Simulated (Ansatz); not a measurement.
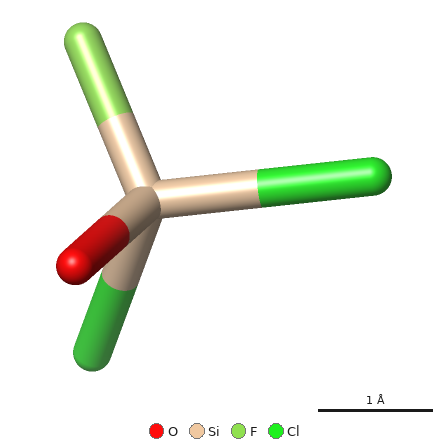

Charge 0, doublet.

Question: Count the atoms of each element.

Answer: SiCl₂OF, 5 atoms: 1 silicon, 2 chlorine, 1 oxygen and 1 fluorine.

Question: Give a SMILES string for it.

Answer: [O][Si](F)(Cl)Cl

Question: Name functional groups in it.

Answer: Among them: Si–O bond.

More results for the same structure follow; atom numbers are the same in all pictures, views and colours differ. The computed structure is the end point of a PBE0-D4/def2-TZVP optimisation.

### Electronic properties

Level of theory: UKS PBE0-D4/def2-QZVPP (Ansatz 0.2.0).

Computed properties:

- HOMO energy (Kohn–Sham orbital): −9.92 eV
- ⟨S²⟩ of the determinant: 0.754

### Vibrations

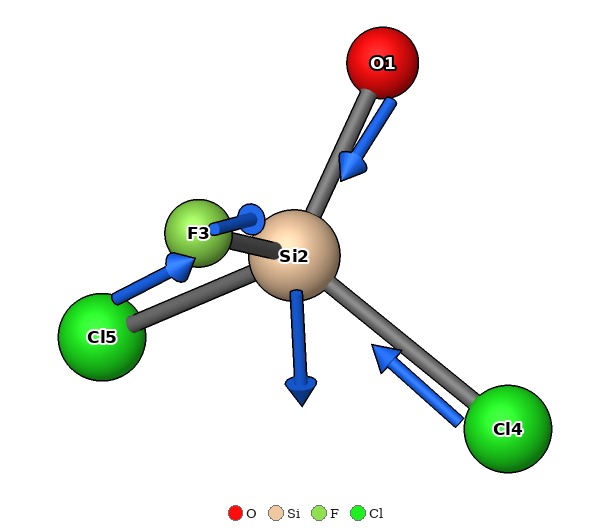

The arrows show one normal mode. Harmonic vibrations computed with UKS PBE0-D4/def2-TZVP (Ansatz 0.2.0) at a stationary point of the same level.

Question: Estimate its harmonic wavenumber.

Answer: 513 cm⁻¹; it is mode 6 of 9 counted from the lowest.

### Dipole moment

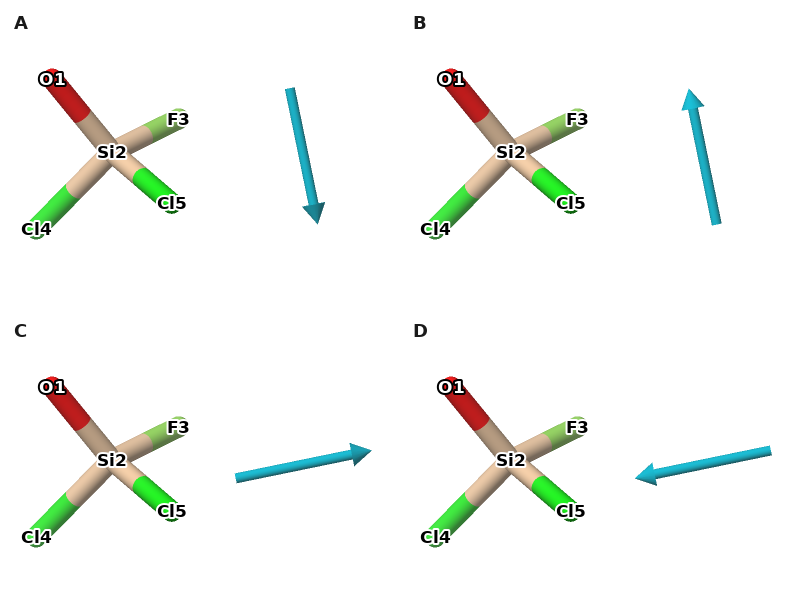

The same molecule four times, each with an arrow. Method: UKS PBE-D4/def2-TZVPP (Ansatz 0.2.0).

Question: Which arrow points along the dipole moment, from the negative to the positive end?

Answer: A. The dipole moment is 1.39 D; it points from the side of O1 to the side of Cl4, Cl5 (the outermost atoms at the two ends).
